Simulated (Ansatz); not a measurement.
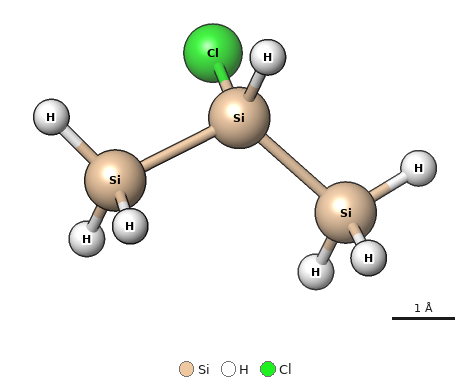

Fig. 1: The input geometry (ball-and-stick view, seen at a tilt).

## Run report: Si3H7Cl, molecular dynamics (part 1 of 2)

The run: molecular dynamics of Si3H7Cl. Method and program: RHF/def2-SVP (Ansatz 0.2.0).

It belongs to a series of runs on one base structure; here: dynamics from the start.

Log
```
Engine: ansatz 0.2.0, x86_64-unknown-linux-gnu
Functional definition: HF
  exchange = exact_x
  correlation = 0
1083 factors; integrals over basis functions are off by at most 1.9e-4 eV
mean field evaluation 1: about -36189.2057 eV, gradient 1.8e1 eV
mean field evaluation 2: about -36189.2068 eV, gradient 1.8e1 eV
mean field evaluation 4: about -36190.8923 eV, gradient 2.3e0 eV
mean field evaluation 8: about -36190.9197 eV, gradient 3.0e-4 eV
mean field -36190.91966594 eV, -1329.9917666371 hartree, gradient 1.6e-5 eV, S^2 0.000000; 0 other end points of the search recorded, 0 dependent functions left out
the calculation of the forces begins
reference -36190.91966594 eV, -1329.9917666371 hartree; 33, 33 occupied and 74, 74 virtual orbitals, 1083 factors
md step     0: t =     0.00 fs  T =   272.7 K (target 300.0 K)  F+E_penalty+E_count = -36190.91966594 eV  E_kin = 0.387780 eV  (25 SCF iters)
these checks for a lower state are left out or cut short: starts, cluster_reference, orbital_swaps, neighbouring_geometries, increment
1083 factors; integrals over basis functions are off by at most 1.9e-4 eV
mean field evaluation 16: about -36190.9189 eV, gradient 3.4e-5 eV
mean field -36190.91891580 eV, -1329.9917390698 hartree, gradient 3.4e-5 eV, S^2 0.000000; 0 other end points of the search recorded, 0 dependent functions left out
the calculation of the forces begins
reference -36190.91891580 eV, -1329.9917390698 hartree; 33, 33 occupied and 74, 74 virtual orbitals, 1083 factors
md step     1: t =     0.25 fs  T =   278.8 K (target 300.0 K)  F+E_penalty+E_count = -36190.91891580 eV  E_kin = 0.396397 eV  (22 SCF iters)
[... from here on the SCF iterations and repeated set-up lines of each step are left out, up to the last step ...]
md step     2: t =     0.50 fs  T =   281.6 K (target 300.0 K)  F+E_penalty+E_count = -36190.91673060 eV  E_kin = 0.400466 eV  (22 SCF iters)
md step     3: t =     0.75 fs  T =   284.8 K (target 300.0 K)  F+E_penalty+E_count = -36190.91316573 eV  E_kin = 0.404884 eV  (22 SCF iters)
md step     4: t =     1.00 fs  T =   284.2 K (target 300.0 K)  F+E_penalty+E_count = -36190.90817161 eV  E_kin = 0.404115 eV  (22 SCF iters)
md step     5: t =     1.25 fs  T =   291.7 K (target 300.0 K)  F+E_penalty+E_count = -36190.90189755 eV  E_kin = 0.414721 eV  (22 SCF iters)
md step     6: t =     1.50 fs  T =   282.0 K (target 300.0 K)  F+E_penalty+E_count = -36190.89467147 eV  E_kin = 0.400965 eV  (22 SCF iters)
md step     7: t =     1.75 fs  T =   271.8 K (target 300.0 K)  F+E_penalty+E_count = -36190.88686861 eV  E_kin = 0.386496 eV  (22 SCF iters)
md step     8: t =     2.00 fs  T =   262.6 K (target 300.0 K)  F+E_penalty+E_count = -36190.87880946 eV  E_kin = 0.373422 eV  (22 SCF iters)
md step     9: t =     2.25 fs  T =   268.8 K (target 300.0 K)  F+E_penalty+E_count = -36190.87049465 eV  E_kin = 0.382245 eV  (23 SCF iters)
md step    10: t =     2.50 fs  T =   262.5 K (target 300.0 K)  F+E_penalty+E_count = -36190.86203284 eV  E_kin = 0.373224 eV  (23 SCF iters)
md step    11: t =     2.75 fs  T =   259.5 K (target 300.0 K)  F+E_penalty+E_count = -36190.85362026 eV  E_kin = 0.368937 eV  (23 SCF iters)
md step    12: t =     3.00 fs  T =   248.6 K (target 300.0 K)  F+E_penalty+E_count = -36190.84533882 eV  E_kin = 0.353513 eV  (23 SCF iters)
md step    13: t =     3.25 fs  T =   237.6 K (target 300.0 K)  F+E_penalty+E_count = -36190.83763278 eV  E_kin = 0.337809 eV  (23 SCF iters)
md step    14: t =     3.50 fs  T =   231.8 K (target 300.0 K)  F+E_penalty+E_count = -36190.83077919 eV  E_kin = 0.329643 eV  (23 SCF iters)
md step    15: t =     3.75 fs  T =   235.3 K (target 300.0 K)  F+E_penalty+E_count = -36190.82450074 eV  E_kin = 0.334587 eV  (23 SCF iters)
md step    16: t =     4.00 fs  T =   229.8 K (target 300.0 K)  F+E_penalty+E_count = -36190.81839733 eV  E_kin = 0.326793 eV  (23 SCF iters)
md step    17: t =     4.25 fs  T =   233.0 K (target 300.0 K)  F+E_penalty+E_count = -36190.81260813 eV  E_kin = 0.331240 eV  (23 SCF iters)
md step    18: t =     4.50 fs  T =   230.9 K (target 300.0 K)  F+E_penalty+E_count = -36190.80729311 eV  E_kin = 0.328254 eV  (23 SCF iters)
md step    19: t =     4.75 fs  T =   230.0 K (target 300.0 K)  F+E_penalty+E_count = -36190.80217545 eV  E_kin = 0.326985 eV  (23 SCF iters)
md step    20: t =     5.00 fs  T =   223.3 K (target 300.0 K)  F+E_penalty+E_count = -36190.79720104 eV  E_kin = 0.317474 eV  (22 SCF iters)
md step    21: t =     5.25 fs  T =   224.0 K (target 300.0 K)  F+E_penalty+E_count = -36190.79239050 eV  E_kin = 0.318567 eV  (22 SCF iters)
md step    22: t =     5.50 fs  T =   205.7 K (target 300.0 K)  F+E_penalty+E_count = -36190.78778321 eV  E_kin = 0.292540 eV  (26 SCF iters)
md step    23: t =     5.75 fs  T =   199.5 K (target 300.0 K)  F+E_penalty+E_count = -36190.78374460 eV  E_kin = 0.283702 eV  (22 SCF iters)
md step    24: t =     6.00 fs  T =   196.1 K (target 300.0 K)  F+E_penalty+E_count = -36190.78003306 eV  E_kin = 0.278778 eV  (22 SCF iters)
md step    25: t =     6.25 fs  T =   196.7 K (target 300.0 K)  F+E_penalty+E_count = -36190.77589994 eV  E_kin = 0.279653 eV  (22 SCF iters)
md step    26: t =     6.50 fs  T =   198.4 K (target 300.0 K)  F+E_penalty+E_count = -36190.77107366 eV  E_kin = 0.282148 eV  (22 SCF iters)
md step    27: t =     6.75 fs  T =   208.4 K (target 300.0 K)  F+E_penalty+E_count = -36190.76535155 eV  E_kin = 0.296272 eV  (22 SCF iters)
md step    28: t =     7.00 fs  T =   208.1 K (target 300.0 K)  F+E_penalty+E_count = -36190.75873404 eV  E_kin = 0.295941 eV  (22 SCF iters)
md step    29: t =     7.25 fs  T =   200.0 K (target 300.0 K)  F+E_penalty+E_count = -36190.75140299 eV  E_kin = 0.284410 eV  (22 SCF iters)
md step    30: t =     7.50 fs  T =   205.5 K (target 300.0 K)  F+E_penalty+E_count = -36190.74325952 eV  E_kin = 0.292187 eV  (22 SCF iters)
md step    31: t =     7.75 fs  T =   204.0 K (target 300.0 K)  F+E_penalty+E_count = -36190.73417366 eV  E_kin = 0.290122 eV  (22 SCF iters)
md step    32: t =     8.00 fs  T =   194.6 K (target 300.0 K)  F+E_penalty+E_count = -36190.72448565 eV  E_kin = 0.276764 eV  (22 SCF iters)
md step    33: t =     8.25 fs  T =   185.6 K (target 300.0 K)  F+E_penalty+E_count = -36190.71489387 eV  E_kin = 0.263850 eV  (22 SCF iters)
md step    34: t =     8.50 fs  T =   191.7 K (target 300.0 K)  F+E_penalty+E_count = -36190.70525747 eV  E_kin = 0.272541 eV  (22 SCF iters)
md step    35: t =     8.75 fs  T =   193.1 K (target 300.0 K)  F+E_penalty+E_count = -36190.69540678 eV  E_kin = 0.274589 eV  (22 SCF iters)
md step    36: t =     9.00 fs  T =   182.9 K (target 300.0 K)  F+E_penalty+E_count = -36190.68603378 eV  E_kin = 0.259988 eV  (22 SCF iters)
md step    37: t =     9.25 fs  T =   176.9 K (target 300.0 K)  F+E_penalty+E_count = -36190.67778117 eV  E_kin = 0.251534 eV  (17 SCF iters)
md step    38: t =     9.50 fs  T =   167.4 K (target 302.7 K)  F+E_penalty+E_count = -36190.67093822 eV  E_kin = 0.238076 eV  (17 SCF iters)
md step    39: t =     9.75 fs  T =   160.0 K (target 308.0 K)  F+E_penalty+E_count = -36190.66522827 eV  E_kin = 0.227509 eV  (17 SCF iters)
md step    40: t =    10.00 fs  T =   154.9 K (target 313.3 K)  F+E_penalty+E_count = -36190.66047820 eV  E_kin = 0.220260 eV  (17 SCF iters)
md step    41: t =    10.25 fs  T =   145.7 K (target 318.6 K)  F+E_penalty+E_count = -36190.65738642 eV  E_kin = 0.207195 eV  (17 SCF iters)
md step    42: t =    10.50 fs  T =   144.5 K (target 323.9 K)  F+E_penalty+E_count = -36190.65638948 eV  E_kin = 0.205458 eV  (17 SCF iters)
md step    43: t =    10.75 fs  T =   146.3 K (target 329.2 K)  F+E_penalty+E_count = -36190.65686753 eV  E_kin = 0.208029 eV  (17 SCF iters)
md step    44: t =    11.00 fs  T =   148.6 K (target 334.5 K)  F+E_penalty+E_count = -36190.65868428 eV  E_kin = 0.211292 eV  (17 SCF iters)
md step    45: t =    11.25 fs  T =   141.0 K (target 339.8 K)  F+E_penalty+E_count = -36190.66180659 eV  E_kin = 0.200510 eV  (17 SCF iters)
md step    46: t =    11.50 fs  T =   156.3 K (target 345.1 K)  F+E_penalty+E_count = -36190.66599666 eV  E_kin = 0.222246 eV  (17 SCF iters)
md step    47: t =    11.75 fs  T =   156.1 K (target 350.4 K)  F+E_penalty+E_count = -36190.67085692 eV  E_kin = 0.221898 eV  (19 SCF iters)
md step    48: t =    12.00 fs  T =   157.7 K (target 355.8 K)  F+E_penalty+E_count = -36190.67615816 eV  E_kin = 0.224241 eV  (27 SCF iters)
md step    49: t =    12.25 fs  T =   155.9 K (target 361.1 K)  F+E_penalty+E_count = -36190.68192070 eV  E_kin = 0.221613 eV  (22 SCF iters)
md step    50: t =    12.50 fs  T =   170.7 K (target 366.4 K)  F+E_penalty+E_count = -36190.68836542 eV  E_kin = 0.242723 eV  (22 SCF iters)
md step    51: t =    12.75 fs  T =   162.7 K (target 371.7 K)  F+E_penalty+E_count = -36190.69539603 eV  E_kin = 0.231298 eV  (22 SCF iters)
md step    52: t =    13.00 fs  T =   173.2 K (target 377.0 K)  F+E_penalty+E_count = -36190.70196833 eV  E_kin = 0.246225 eV  (22 SCF iters)
md step    53: t =    13.25 fs  T =   163.5 K (target 382.3 K)  F+E_penalty+E_count = -36190.70737035 eV  E_kin = 0.232462 eV  (22 SCF iters)
md step    54: t =    13.50 fs  T =   158.3 K (target 387.6 K)  F+E_penalty+E_count = -36190.71140442 eV  E_kin = 0.225132 eV  (22 SCF iters)
md step    55: t =    13.75 fs  T =   149.7 K (target 392.9 K)  F+E_penalty+E_count = -36190.71415449 eV  E_kin = 0.212899 eV  (22 SCF iters)
md step    56: t =    14.00 fs  T =   148.6 K (target 398.2 K)  F+E_penalty+E_count = -36190.71584260 eV  E_kin = 0.211272 eV  (22 SCF iters)
md step    57: t =    14.25 fs  T =   142.1 K (target 403.5 K)  F+E_penalty+E_count = -36190.71665311 eV  E_kin = 0.202071 eV  (22 SCF iters)
md step    58: t =    14.50 fs  T =   145.2 K (target 408.8 K)  F+E_penalty+E_count = -36190.71635811 eV  E_kin = 0.206443 eV  (22 SCF iters)
md step    59: t =    14.75 fs  T =   141.1 K (target 414.2 K)  F+E_penalty+E_count = -36190.71492162 eV  E_kin = 0.200567 eV  (22 SCF iters)
md step    60: t =    15.00 fs  T =   141.6 K (target 419.5 K)  F+E_penalty+E_count = -36190.71245970 eV  E_kin = 0.201342 eV  (22 SCF iters)
md step    61: t =    15.25 fs  T =   145.6 K (target 424.8 K)  F+E_penalty+E_count = -36190.70927449 eV  E_kin = 0.206954 eV  (22 SCF iters)
md step    62: t =    15.50 fs  T =   136.4 K (target 430.1 K)  F+E_penalty+E_count = -36190.70590159 eV  E_kin = 0.193961 eV  (22 SCF iters)
md step    63: t =    15.75 fs  T =   138.9 K (target 435.4 K)  F+E_penalty+E_count = -36190.70212971 eV  E_kin = 0.197543 eV  (22 SCF iters)
md step    64: t =    16.00 fs  T =   142.3 K (target 440.7 K)  F+E_penalty+E_count = -36190.69782238 eV  E_kin = 0.202310 eV  (22 SCF iters)
md step    65: t =    16.25 fs  T =   144.2 K (target 446.0 K)  F+E_penalty+E_count = -36190.69327180 eV  E_kin = 0.204998 eV  (22 SCF iters)
md step    66: t =    16.50 fs  T =   149.5 K (target 451.3 K)  F+E_penalty+E_count = -36190.68902760 eV  E_kin = 0.212604 eV  (22 SCF iters)
md step    67: t =    16.75 fs  T =   146.7 K (target 456.6 K)  F+E_penalty+E_count = -36190.68506610 eV  E_kin = 0.208577 eV  (22 SCF iters)
md step    68: t =    17.00 fs  T =   142.5 K (target 461.9 K)  F+E_penalty+E_count = -36190.68122606 eV  E_kin = 0.202578 eV  (22 SCF iters)
md step    69: t =    17.25 fs  T =   143.9 K (target 467.3 K)  F+E_penalty+E_count = -36190.67811430 eV  E_kin = 0.204630 eV  (22 SCF iters)
md step    70: t =    17.50 fs  T =   143.4 K (target 472.6 K)  F+E_penalty+E_count = -36190.67624547 eV  E_kin = 0.203915 eV  (22 SCF iters)
md step    71: t =    17.75 fs  T =   156.7 K (target 477.9 K)  F+E_penalty+E_count = -36190.67543025 eV  E_kin = 0.222825 eV  (22 SCF iters)
md step    72: t =    18.00 fs  T =   159.6 K (target 483.2 K)  F+E_penalty+E_count = -36190.67603987 eV  E_kin = 0.226920 eV  (22 SCF iters)
md step    73: t =    18.25 fs  T =   161.1 K (target 488.5 K)  F+E_penalty+E_count = -36190.67864813 eV  E_kin = 0.229051 eV  (27 SCF iters)
md step    74: t =    18.50 fs  T =   163.6 K (target 493.8 K)  F+E_penalty+E_count = -36190.68246287 eV  E_kin = 0.232584 eV  (22 SCF iters)
md step    75: t =    18.75 fs  T =   159.0 K (target 499.1 K)  F+E_penalty+E_count = -36190.68657378 eV  E_kin = 0.226034 eV  (22 SCF iters)
md step    76: t =    19.00 fs  T =   159.6 K (target 504.4 K)  F+E_penalty+E_count = -36190.69133103 eV  E_kin = 0.226883 eV  (22 SCF iters)
md step    77: t =    19.25 fs  T =   175.6 K (target 509.7 K)  F+E_penalty+E_count = -36190.69623746 eV  E_kin = 0.249642 eV  (22 SCF iters)
md step    78: t =    19.50 fs  T =   180.2 K (target 515.0 K)  F+E_penalty+E_count = -36190.70085696 eV  E_kin = 0.256213 eV  (22 SCF iters)
md step    79: t =    19.75 fs  T =   191.9 K (target 520.4 K)  F+E_penalty+E_count = -36190.70537088 eV  E_kin = 0.272913 eV  (22 SCF iters)
md step    80: t =    20.00 fs  T =   196.4 K (target 525.7 K)  F+E_penalty+E_count = -36190.70928283 eV  E_kin = 0.279282 eV  (22 SCF iters)
md step    81: t =    20.25 fs  T =   191.4 K (target 531.0 K)  F+E_penalty+E_count = -36190.71210686 eV  E_kin = 0.272155 eV  (22 SCF iters)
md step    82: t =    20.50 fs  T =   192.1 K (target 536.3 K)  F+E_penalty+E_count = -36190.71409963 eV  E_kin = 0.273144 eV  (22 SCF iters)
md step    83: t =    20.75 fs  T =   189.0 K (target 541.6 K)  F+E_penalty+E_count = -36190.71577847 eV  E_kin = 0.268785 eV  (22 SCF iters)
md step    84: t =    21.00 fs  T =   200.2 K (target 546.9 K)  F+E_penalty+E_count = -36190.71729544 eV  E_kin = 0.284588 eV  (22 SCF iters)
md step    85: t =    21.25 fs  T =   203.6 K (target 552.2 K)  F+E_penalty+E_count = -36190.71841514 eV  E_kin = 0.289454 eV  (22 SCF iters)
md step    86: t =    21.50 fs  T =   201.2 K (target 557.5 K)  F+E_penalty+E_count = -36190.71914944 eV  E_kin = 0.286121 eV  (22 SCF iters)
md step    87: t =    21.75 fs  T =   207.4 K (target 562.8 K)  F+E_penalty+E_count = -36190.71946200 eV  E_kin = 0.294907 eV  (22 SCF iters)
md step    88: t =    22.00 fs  T =   200.9 K (target 568.1 K)  F+E_penalty+E_count = -36190.71882707 eV  E_kin = 0.285663 eV  (22 SCF iters)
md step    89: t =    22.25 fs  T =   199.8 K (target 573.5 K)  F+E_penalty+E_count = -36190.71734650 eV  E_kin = 0.284096 eV  (22 SCF iters)
md step    90: t =    22.50 fs  T =   195.6 K (target 578.8 K)  F+E_penalty+E_count = -36190.71516834 eV  E_kin = 0.278152 eV  (22 SCF iters)
md step    91: t =    22.75 fs  T =   189.9 K (target 584.1 K)  F+E_penalty+E_count = -36190.71257323 eV  E_kin = 0.270053 eV  (22 SCF iters)
md step    92: t =    23.00 fs  T =   180.7 K (target 589.4 K)  F+E_penalty+E_count = -36190.71036721 eV  E_kin = 0.256879 eV  (22 SCF iters)
md step    93: t =    23.25 fs  T =   170.8 K (target 594.7 K)  F+E_penalty+E_count = -36190.70847463 eV  E_kin = 0.242793 eV  (22 SCF iters)
md step    94: t =    23.50 fs  T =   172.3 K (target 600.0 K)  F+E_penalty+E_count = -36190.70645043 eV  E_kin = 0.245003 eV  (22 SCF iters)
md step    95: t =    23.75 fs  T =   159.6 K (target 605.3 K)  F+E_penalty+E_count = -36190.70461597 eV  E_kin = 0.226989 eV  (22 SCF iters)
md step    96: t =    24.00 fs  T =   156.6 K (target 610.6 K)  F+E_penalty+E_count = -36190.70324825 eV  E_kin = 0.222674 eV  (22 SCF iters)
md step    97: t =    24.25 fs  T =   146.6 K (target 615.9 K)  F+E_penalty+E_count = -36190.70257809 eV  E_kin = 0.208452 eV  (22 SCF iters)
md step    98: t =    24.50 fs  T =   146.9 K (target 621.2 K)  F+E_penalty+E_count = -36190.70257375 eV  E_kin = 0.208850 eV  (26 SCF iters)
md step    99: t =    24.75 fs  T =   150.8 K (target 626.5 K)  F+E_penalty+E_count = -36190.70249503 eV  E_kin = 0.214450 eV  (22 SCF iters)
md step   100: t =    25.00 fs  T =   156.0 K (target 631.9 K)  F+E_penalty+E_count = -36190.70264140 eV  E_kin = 0.221852 eV  (22 SCF iters)
md step   101: t =    25.25 fs  T =   149.5 K (target 637.2 K)  F+E_penalty+E_count = -36190.70448348 eV  E_kin = 0.212577 eV  (23 SCF iters)
md step   102: t =    25.50 fs  T =   166.3 K (target 642.5 K)  F+E_penalty+E_count = -36190.70782708 eV  E_kin = 0.236495 eV  (23 SCF iters)
md step   103: t =    25.75 fs  T =   165.9 K (target 647.8 K)  F+E_penalty+E_count = -36190.71198930 eV  E_kin = 0.235920 eV  (23 SCF iters)
md step   104: t =    26.00 fs  T =   156.8 K (target 653.1 K)  F+E_penalty+E_count = -36190.71715184 eV  E_kin = 0.222983 eV  (23 SCF iters)
md step   105: t =    26.25 fs  T =   175.3 K (target 658.4 K)  F+E_penalty+E_count = -36190.72405751 eV  E_kin = 0.249267 eV  (22 SCF iters)
md step   106: t =    26.50 fs  T =   188.3 K (target 663.7 K)  F+E_penalty+E_count = -36190.73322407 eV  E_kin = 0.267670 eV  (22 SCF iters)
md step   107: t =    26.75 fs  T =   198.0 K (target 669.0 K)  F+E_penalty+E_count = -36190.74350780 eV  E_kin = 0.281536 eV  (22 SCF iters)
md step   108: t =    27.00 fs  T =   197.5 K (target 674.3 K)  F+E_penalty+E_count = -36190.75390665 eV  E_kin = 0.280846 eV  (22 SCF iters)
md step   109: t =    27.25 fs  T =   227.6 K (target 679.6 K)  F+E_penalty+E_count = -36190.76423460 eV  E_kin = 0.323598 eV  (22 SCF iters)
md step   110: t =    27.50 fs  T =   228.2 K (target 685.0 K)  F+E_penalty+E_count = -36190.77387478 eV  E_kin = 0.324470 eV  (22 SCF iters)
md step   111: t =    27.75 fs  T =   244.6 K (target 690.3 K)  F+E_penalty+E_count = -36190.78198104 eV  E_kin = 0.347742 eV  (22 SCF iters)
md step   112: t =    28.00 fs  T =   249.4 K (target 695.6 K)  F+E_penalty+E_count = -36190.78871303 eV  E_kin = 0.354546 eV  (22 SCF iters)
md step   113: t =    28.25 fs  T =   272.3 K (target 700.9 K)  F+E_penalty+E_count = -36190.79442719 eV  E_kin = 0.387230 eV  (22 SCF iters)
md step   114: t =    28.50 fs  T =   249.6 K (target 706.2 K)  F+E_penalty+E_count = -36190.79780655 eV  E_kin = 0.354874 eV  (22 SCF iters)
md step   115: t =    28.75 fs  T =   267.1 K (target 711.5 K)  F+E_penalty+E_count = -36190.79856854 eV  E_kin = 0.379714 eV  (22 SCF iters)
md step   116: t =    29.00 fs  T =   276.2 K (target 716.8 K)  F+E_penalty+E_count = -36190.79719405 eV  E_kin = 0.392666 eV  (22 SCF iters)
md step   117: t =    29.25 fs  T =   258.2 K (target 722.1 K)  F+E_penalty+E_count = -36190.79407705 eV  E_kin = 0.367094 eV  (22 SCF iters)
md step   118: t =    29.50 fs  T =   228.9 K (target 727.4 K)  F+E_penalty+E_count = -36190.78945529 eV  E_kin = 0.325508 eV  (22 SCF iters)
md step   119: t =    29.75 fs  T =   219.4 K (target 732.7 K)  F+E_penalty+E_count = -36190.78387997 eV  E_kin = 0.312008 eV  (22 SCF iters)
md step   120: t =    30.00 fs  T =   208.2 K (target 738.1 K)  F+E_penalty+E_count = -36190.77748955 eV  E_kin = 0.296088 eV  (22 SCF iters)
md step   121: t =    30.25 fs  T =   193.1 K (target 743.4 K)  F+E_penalty+E_count = -36190.77089690 eV  E_kin = 0.274576 eV  (22 SCF iters)
md step   122: t =    30.50 fs  T =   193.9 K (target 748.7 K)  F+E_penalty+E_count = -36190.76491887 eV  E_kin = 0.275764 eV  (26 SCF iters)
md step   123: t =    30.75 fs  T =   185.2 K (target 754.0 K)  F+E_penalty+E_count = -36190.75925439 eV  E_kin = 0.263262 eV  (22 SCF iters)
md step   124: t =    31.00 fs  T =   182.6 K (target 759.3 K)  F+E_penalty+E_count = -36190.75407885 eV  E_kin = 0.259574 eV  (23 SCF iters)
md step   125: t =    31.25 fs  T =   178.2 K (target 764.6 K)  F+E_penalty+E_count = -36190.75026751 eV  E_kin = 0.253323 eV  (23 SCF iters)
md step   126: t =    31.50 fs  T =   181.6 K (target 769.9 K)  F+E_penalty+E_count = -36190.74832756 eV  E_kin = 0.258248 eV  (23 SCF iters)
md step   127: t =    31.75 fs  T =   185.8 K (target 775.2 K)  F+E_penalty+E_count = -36190.74745771 eV  E_kin = 0.264122 eV  (23 SCF iters)
md step   128: t =    32.00 fs  T =   177.1 K (target 780.5 K)  F+E_penalty+E_count = -36190.74758671 eV  E_kin = 0.251765 eV  (23 SCF iters)
```
